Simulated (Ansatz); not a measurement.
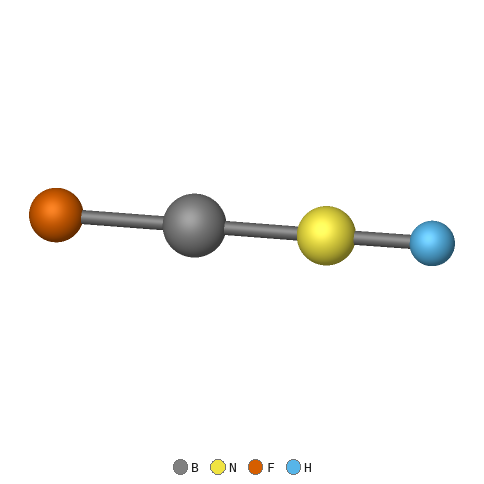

The picture shows a molecular structure as a ball-and-stick model.

Computed geometry: PBE0-D4/def2-TZVP optimisation.

What is the molecular formula?

BFHN, 4 atoms: 1 boron, 1 fluorine, 1 hydrogen and 1 nitrogen.

Which point group does it belong to?

C∞v.

More results for the same structure follow; atom numbers are the same in all pictures, views and colours differ.

Geometry

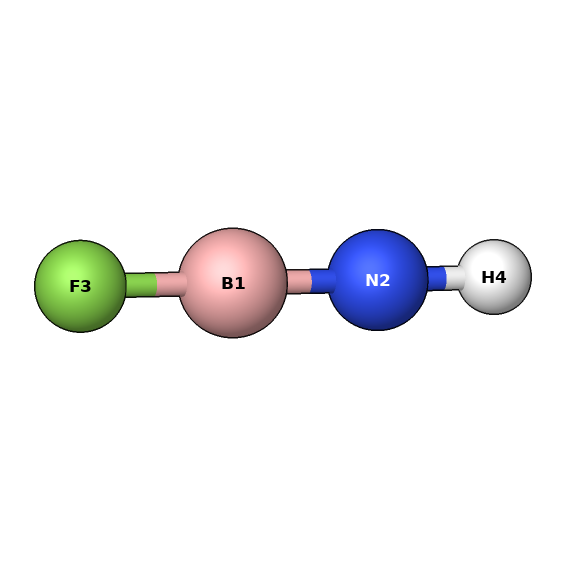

The atoms are numbered.

Estimate the angles N2–B1–F3, B1–N2–H4.

```
   angle  degrees
N2–B1–F3    179.9
B1–N2–H4    179.7
```

Vibrations

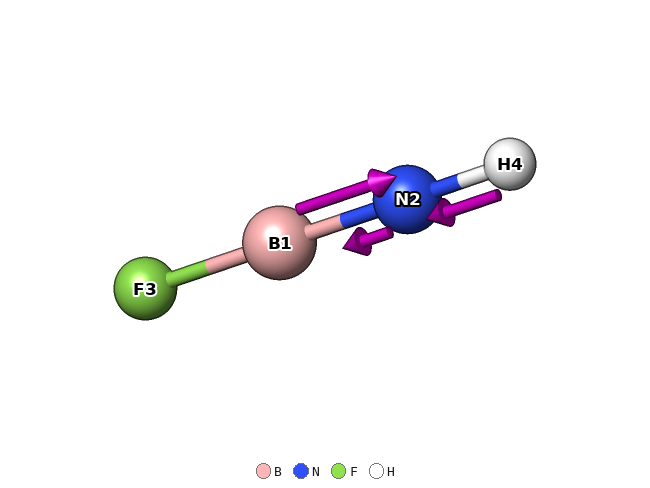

The arrows show one normal mode. Harmonic vibrations computed with RKS PBE0-D4/def2-TZVP (Ansatz 0.2.0) at a stationary point of the same level.

At what wavenumber does it lie?

2152 cm⁻¹; it is mode 6 of 7 counted from the lowest.

Electronic properties

Level of theory: RKS PBE0-D4/def2-TZVPP (Ansatz 0.2.0).

Estimate the LUMO energy (Kohn–Sham orbital).

0.20 eV.

Estimate the HOMO energy (Kohn–Sham orbital).

−8.44 eV.

Charges

The questions are on Mulliken charges. Level of theory: RKS PBE0-D4/def2-TZVP (Ansatz 0.2.0).

List the Mulliken charges.

```
atom  value (e)
  B1       0.19
  N2      −0.24
  F3      −0.22
  H4       0.27
```

Mulliken values depend strongly on the basis set and can even reverse the polarity of a bond.
